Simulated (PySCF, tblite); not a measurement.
**C5H7BF3 radical: geometry, infrared bands and EPR parameters**

Wanted: the infrared bands and EPR parameters of C5H7BF3 radical (`[CH2]BC/C=C\C(F)(F)F`), by calculation.

The runs use tblite 0.8.0 and PySCF 2.14.0, with density-fitted response routines of our own; the level of theory stands in each step. All values are computed, except where a source is named. Atoms count from 0, in the outputs and in this text.

### 1 The starting structure

16 atoms, charge 0, multiplicity 2; geometry from: force field or distance geometry start.

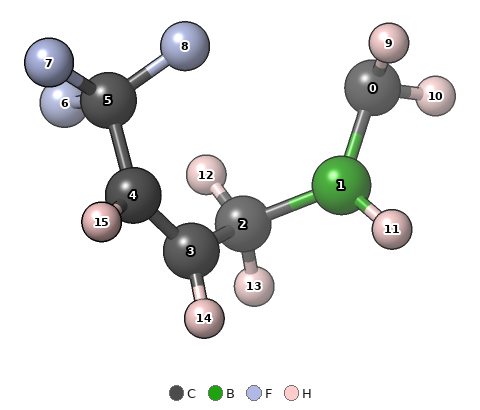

The starting geometry (carbon dark grey, boron green, fluorine light blue, hydrogen pink), atoms numbered.

### 2 Geometry optimisation with GFN2-xTB

What the job is given:

```
{"job": {"kind": "relax", "xc": "GFN2-xTB", "basis": "xTB"}, "charge": 0, "multiplicity": 2}
C     -1.974100    -1.625600    -0.462700
B     -1.722200    -0.093300    -0.124400
C     -0.514800     0.689300    -0.807800
C      0.361300     1.331000     0.222100
C      1.464000     0.751000     0.759100
C      2.009400    -0.586100     0.332000
F      2.401200    -0.545800    -0.996500
F      3.126900    -0.882200     1.111700
F      1.070500    -1.577100     0.518600
H     -1.916800    -2.231600     0.468000
H     -2.998200    -1.733600    -0.903400
H     -2.444200     0.462500     0.633000
H      0.036400     0.025800    -1.481000
H     -0.963400     1.498600    -1.434300
H      0.058600     2.302400     0.619000
H      1.997800     1.300600     1.535200
```

On the command line:

```console
> OMP_NUM_THREADS=1 python probes_run.py task.json out
```

This one command runs all jobs of the session in turn.

Standard output:

```text
step      E/eV     max force
  0    -804.49352    2.900
  1    -804.78210    1.931
  2    -804.95896    1.225
  3    -805.00472    0.616
  4    -805.03551    0.404
  5    -805.05863    0.589
  6    -805.08290    0.631
  7    -805.10699    0.489
  8    -805.12433    0.313
  9    -805.13412    0.235
 10    -805.14162    0.261
 11    -805.15109    0.283
 12    -805.16003    0.260
 13    -805.16875    0.294
 14    -805.17839    0.315
 15    -805.19265    0.408
 16    -805.21445    0.632
 17    -805.24216    0.591
 18    -805.27174    0.888
 19    -805.30567    0.623
 20    -805.34088    0.571
 21    -805.38836    0.527
 22    -805.41338    0.415
 23    -805.44147    0.513
 24    -805.46035    0.420
 25    -805.48330    0.383
 26    -805.50552    0.309
 27    -805.51571    0.312
 28    -805.52811    0.343
 29    -805.54538    0.390
 30    -805.56054    0.427
 31    -805.56975    0.255
 32    -805.57480    0.203
 33    -805.57850    0.146
 34    -805.58175    0.146
 35    -805.58323    0.125
 36    -805.58474    0.120
 37    -805.58680    0.133
 38    -805.58959    0.132
 39    -805.59198    0.116
 40    -805.59373    0.114
 41    -805.59539    0.116
 42    -805.59730    0.099
 43    -805.59883    0.072
 44    -805.59970    0.067
 45    -805.60030    0.063
 46    -805.60100    0.061
 47    -805.60176    0.070
 48    -805.60237    0.053
 49    -805.60278    0.053
 50    -805.60317    0.049
 51    -805.60367    0.042
 52    -805.60414    0.056
 53    -805.60449    0.054
 54    -805.60476    0.046
 55    -805.60507    0.048
 56    -805.60540    0.040
 57    -805.60569    0.036
 58    -805.60592    0.035
 59    -805.60614    0.029
 60    -805.60635    0.033
 61    -805.60648    0.023
 62    -805.60653    0.014
 63    -805.60656    0.015
 64    -805.60659    0.013
 65    -805.60662    0.011
 66    -805.60664    0.010
 67    -805.60666    0.010
 68    -805.60668    0.013
 69    -805.60670    0.013
 70    -805.60673    0.010
 71    -805.60674    0.008
```

Wall time 0.45 s (1 thread of Arm Neoverse V1, shared host).

The steps of the relaxation: (not every step is listed)

| step | energy from step 0 (eV) | largest force (eV/Å) |
| --- | --- | --- |
| 0 | 0.0000 | 2.8996 |
| 1 | -0.2886 | 1.9306 |
| 2 | -0.4654 | 1.2247 |
| 3 | -0.5112 | 0.6155 |
| 4 | -0.5420 | 0.4044 |
| 5 | -0.5651 | 0.5890 |
| 6 | -0.5894 | 0.6308 |
| 7 | -0.6135 | 0.4888 |
| 8 | -0.6308 | 0.3129 |
| 13 | -0.6752 | 0.2939 |
| 18 | -0.7782 | 0.8882 |
| 23 | -0.9479 | 0.5129 |
| 28 | -1.0346 | 0.3433 |
| 33 | -1.0850 | 0.1465 |
| 38 | -1.0961 | 0.1317 |
| 43 | -1.1053 | 0.0722 |
| 48 | -1.1088 | 0.0527 |
| 53 | -1.1110 | 0.0542 |
| 58 | -1.1124 | 0.0351 |
| 63 | -1.1130 | 0.0154 |
| 66 | -1.1131 | 0.0102 |
| 67 | -1.1131 | 0.0103 |
| 68 | -1.1132 | 0.0130 |
| 69 | -1.1132 | 0.0128 |
| 70 | -1.1132 | 0.0102 |
| 71 | -1.1132 | 0.0083 |

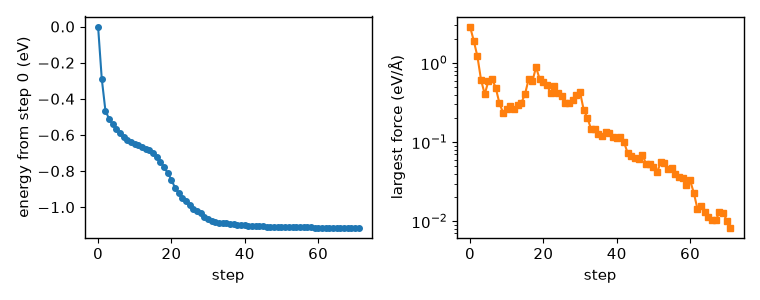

Energy and largest force along the relaxation.

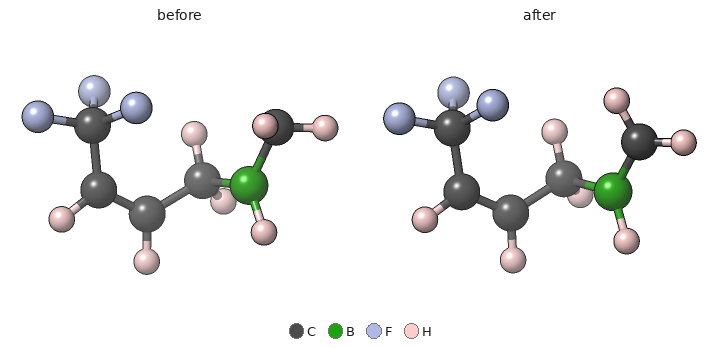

The geometry before (left) and after (right).

Close pairs (by a distance rule), those that changed most:

```
  bond  before (Å)  after (Å)  change (Å)
 C0–B1       1.589      1.486      -0.103
 C5–F7       1.394      1.342      -0.053
C0–H10       1.120      1.079      -0.041
 C5–F6       1.386      1.351      -0.035
 C0–H9       1.112      1.079      -0.033
 C5–F8       1.378      1.350      -0.027
C2–H13       1.117      1.091      -0.027
 C3–C4       1.357      1.332      -0.025
```

The final coordinates are the input of the step that follows.

### 3 Vibrational analysis with GFN2-xTB

What the job is given:

```
{"job": {"kind": "ir", "xc": "GFN2-xTB", "basis": "xTB"}, "charge": 0, "multiplicity": 2}
C     -2.146112    -1.422256    -0.273337
B     -1.826091     0.020950    -0.120153
C     -0.512229     0.635892    -0.832522
C      0.303441     1.248036     0.237702
C      1.399543     0.734663     0.793558
C      2.014733    -0.557713     0.373474
F      2.416685    -0.570973    -0.915840
F      3.103234    -0.849448     1.102004
F      1.187131    -1.617328     0.499812
H     -1.395918    -2.179635    -0.439854
H     -3.148415    -1.821414    -0.240323
H     -2.498910     0.753396     0.501347
H      0.040683    -0.123381    -1.379270
H     -0.817419     1.413820    -1.533208
H     -0.059635     2.190089     0.626208
H      1.931680     1.231390     1.588990
```

Standard output:

```text
mode    cm-1     km/mol
  1      28.5      1.89
  2      49.0      0.55
  3      51.8      1.09
  4     153.9      1.93
  5     170.8      0.25
  6     285.0      0.45
  7     304.5      0.44
  8     314.1      0.99
  9     395.6      3.34
 10     432.5      9.15
 11     453.5      6.57
 12     506.5     24.52
 13     546.2      5.67
 14     629.3     10.81
 15     652.5     11.05
 16     727.4     14.51
 17     750.0     22.66
 18     761.5     16.45
 19     812.4     25.46
 20     819.3     65.04
 21     915.9      6.70
 22     953.7     63.79
 23    1005.1     31.70
 24    1016.5     42.57
 25    1021.8    326.45
 26    1055.6     80.63
 27    1119.3    208.07
 28    1171.3    141.77
 29    1194.4     17.57
 30    1199.9     14.59
 31    1249.6      0.29
 32    1343.4     17.79
 33    1411.0      1.79
 34    1468.5      3.87
 35    1671.8     73.67
 36    2605.3     88.11
 37    2983.9     16.47
 38    3040.7      8.68
 39    3066.1     27.91
 40    3081.6      8.48
 41    3106.1     19.21
 42    3107.9      6.50
```

Run time: 0.5 s. Hardware: 1 thread of Arm Neoverse V1, shared host.

Which atoms move in the most intense modes:

| cm⁻¹ | km/mol | atoms |
| --- | --- | --- |
| 819 | 65.0 | C2 23 %, H13 18 %, B1 16 % |
| 954 | 63.8 | C2 28 %, B1 17 %, H11 12 %, H12 12 % |
| 1022 | 326.4 | C5 66 %, F6 13 % |
| 1056 | 80.6 | H13 34 %, C5 24 % |
| 1119 | 208.1 | H13 28 %, C5 22 %, C2 16 %, C3 13 % |
| 1171 | 141.8 | C5 52 %, H14 17 % |
| 1672 | 73.7 | C3 49 %, C4 45 % |
| 2605 | 88.1 | H11 92 % |

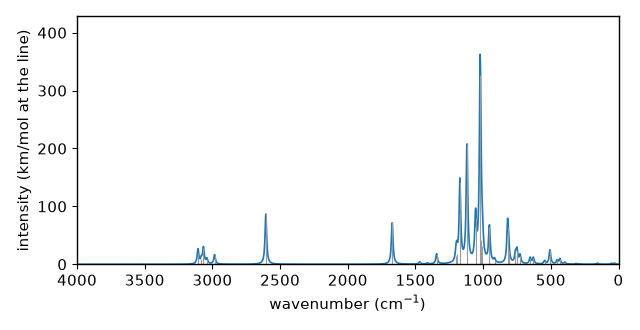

The infrared spectrum from these modes, unscaled. Lines are broadened to a width of 14 cm⁻¹ (Lorentzian).

### 4 EPR parameters: B3LYP/pcH-1

The job, as its differences from that of step 3:

```diff
@@ -1,2 +1,2 @@
-{"job": {"kind": "ir", "xc": "GFN2-xTB", "basis": "xTB"}, "charge": 0, "multiplicity": 2}
+{"job": {"kind": "epr", "basis": "pcH-1"}, "charge": 0, "multiplicity": 2}
 C     -2.146112    -1.422256    -0.273337
```

With the program's defaults for keys left out, this is: UKS B3LYP, pcH-1 on B C F H, non-relativistic, mean-field spin-orbit, GIAO.

Standard output:

```text
UKS, coarse grid
  cycle   1  E = -518.92201851  |g| = 6.93e-01
  cycle   2  E = -518.73344524  |g| = 1.08e+00
  cycle   3  E = -519.08587371  |g| = 8.99e-02
  cycle   4  E = -519.08841110  |g| = 5.62e-02
  cycle   5  E = -519.08985107  |g| = 1.63e-02
  cycle   6  E = -519.08998923  |g| = 3.55e-03
  cycle   7  E = -519.09000036  |g| = 1.31e-03
  cycle   8  E = -519.09000135  |g| = 5.92e-04
UKS, final grid
  cycle   1  E = -519.08999684  |g| = 6.47e-04
  cycle   2  E = -519.08999675  |g| = 8.00e-04
  cycle   3  E = -519.08999708  |g| = 7.85e-05
  cycle   4  E = -519.08999709  |g| = 3.77e-05
  cycle   5  E = -519.08999709  |g| = 2.41e-05
E = -519.08999709 Eh   <S^2> = 0.7533 (exact 0.7500)
g shifts (ppm)      1          2          3
  rmc          -121       -121       -121
  gc             14         21         30
  oz_so          25        442        613
  total         -81        342        522
hyperfine (MHz)  atom isotope    a_iso     a_fc   dipolar eigenvalues
    0   13C      51.51      51.51    -64.93    -64.51    129.44
    1   11B     -17.62     -17.62    -13.28     -4.64     17.92
    2   13C      14.64      14.64     -3.02     -2.31      5.33
    3   13C      11.20      11.20     -3.49     -0.67      4.16
    4   13C       2.80       2.80     -3.04     -2.36      5.40
    5   13C      -0.77      -0.77     -0.32     -0.07      0.39
    6   19F       3.20       3.20     -3.22     -1.20      4.42
    7   19F      -0.32      -0.32     -0.86      0.18      0.68
    8   19F       0.41       0.41     -2.94     -1.42      4.36
    9    1H     -40.40     -40.40    -31.08     -2.66     33.73
   10    1H     -38.06     -38.06    -31.20     -2.82     34.01
   11    1H      21.57      21.57     -7.89     -3.50     11.39
   12    1H      -1.74      -1.74     -3.94     -2.24      6.18
   13    1H       2.19       2.19     -3.27     -2.56      5.83
   14    1H       0.59       0.59     -1.64     -0.70      2.34
   15    1H      -0.12      -0.12     -1.83     -0.68      2.51
```

Wall time 87 s (1 thread of Arm Neoverse V1, shared host); peak memory 0.98 GiB.

Principal g values 2.00224, 2.00266, 2.00284; g(iso) = 2.00258, against 2.00232 for a free electron.

Mean a(iso) over the nuclei that a row names, and the largest dipolar term of the row (other rows stand at the frozen geometry):

| nuclei | isotope | a(iso) (MHz) | a(iso) (G, at g = 2.0023) | largest dipolar term (MHz) |
| --- | --- | --- | --- | --- |
| C0 | 13C | 51.5 | 18.4 | 129.4 |
| H9, H10 | 1H | -39.2 | -14.0 | 34.0 |
| H11 | 1H | 21.6 | 7.7 | 11.4 |
| B1 | 11B | -17.6 | -6.3 | 17.9 |
| C2 | 13C | 14.6 | 5.2 | 5.3 |
| C3 | 13C | 11.2 | 4.0 | 4.2 |
| C4 | 13C | 2.8 | 1.0 | 5.4 |
| F6, F7, F8 | 19F | 1.1 | 0.4 | 4.4 |
| C5 | 13C | -0.8 | -0.3 | 0.4 |
| H14 | 1H | 0.6 | 0.2 | 2.3 |
| H12, H13 | 1H | 0.2 | 0.1 | 6.2 |
| H15 | 1H | -0.1 | 0.0 | 2.5 |

Mulliken spin populations:

C0 0.88; B1 0.15; C2 0.00; C3 -0.01; C4 0.03; C5 0.00; F6 0.00; F7 0.00; F8 0.00; H9 -0.03; H10 -0.03; H11 0.01; H12 0.00; H13 0.00; H14 0.00; H15 0.00

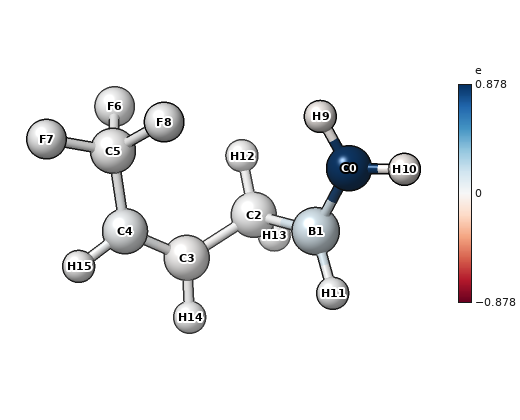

Mulliken spin populations, as colours on the atoms.

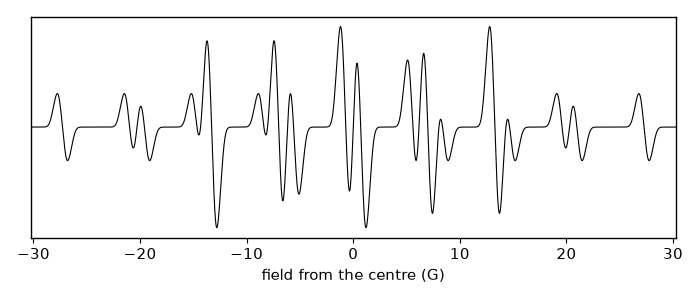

First-order isotropic spectrum (first derivative, main isotopes with spin only, couplings over 0.8 MHz, Gaussian width 0.3 G; couplings of the frozen geometry, rotation of groups not averaged beyond the rows shown).

Orbitals, density, ELF and potential are computed afterwards from the orbital file.

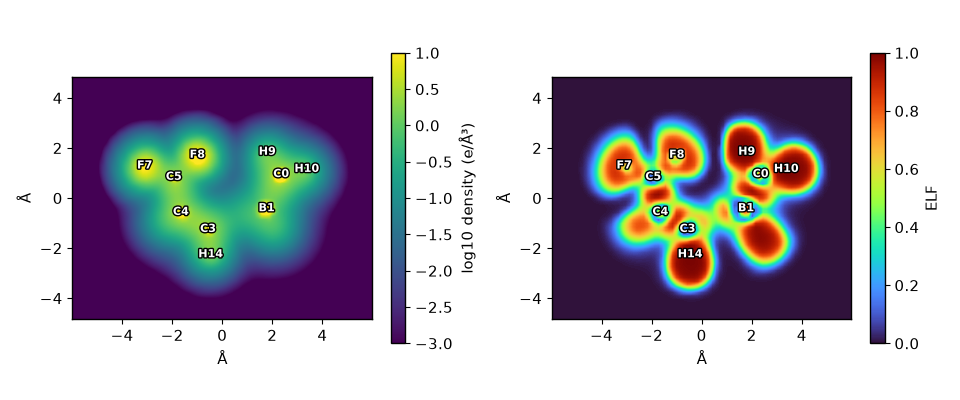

Density (left) and ELF (right) in a plane through or near 10 of the atoms.

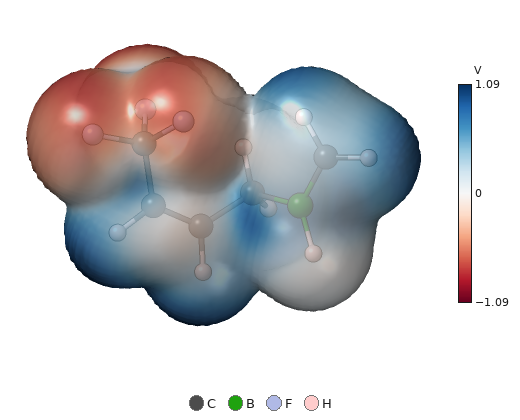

Electrostatic potential on the surface of density 0.002 e/bohr³; red is low, blue high. It runs from -0.73 V near F6 to 1.09 V near H14.

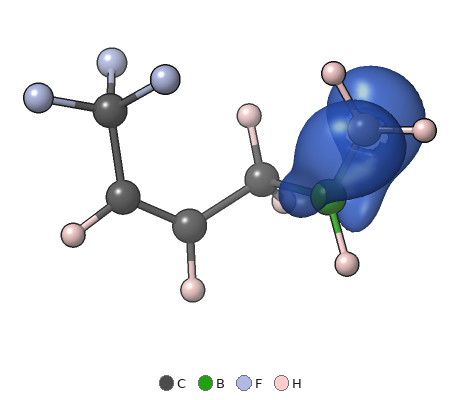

Spin density at ±0.04 e/Å³ (alpha excess blue, beta excess red).

### 5 Results

| quantity | value |
| --- | --- |
| strongest single infrared mode (GFN2-xTB) | 1022 cm⁻¹, 326 km/mol |
| zero-point energy (GFN2-xTB) | 68.1 kcal/mol |
| g(iso) (B3LYP) | 2.00258 |
| ⟨S²⟩ | 0.753 (exact 0.75) |
| largest a(iso) (averaged by class) | 13C on C0, 51.5 MHz |
| potential on the surface of density 0.002 e/bohr³, 1st and 99th percentile | -0.73 V and 1.09 V |

In words: The optimisation took 71 steps and gained 1.113 eV; among the close pairs (by a distance rule), C0–B1 changed most, from 1.589 to 1.486 Å. All 42 modes are real, so the xTB geometry is a minimum. The strongest single mode, at 1022 cm⁻¹, moves mainly C5. GFN2-xTB is a fitted tight-binding method: band positions and strengths are rough. Its intensities can rank the bands wrongly. Most of the unpaired spin sits on C0 (0.88 e). The isotropic g lies 0.3 ppt above the free-electron value. These values are for one conformer; the search (at its own cheap level) found 2 more, at 0.18, 0.19 kcal/mol, and measured spectra average over such forms.
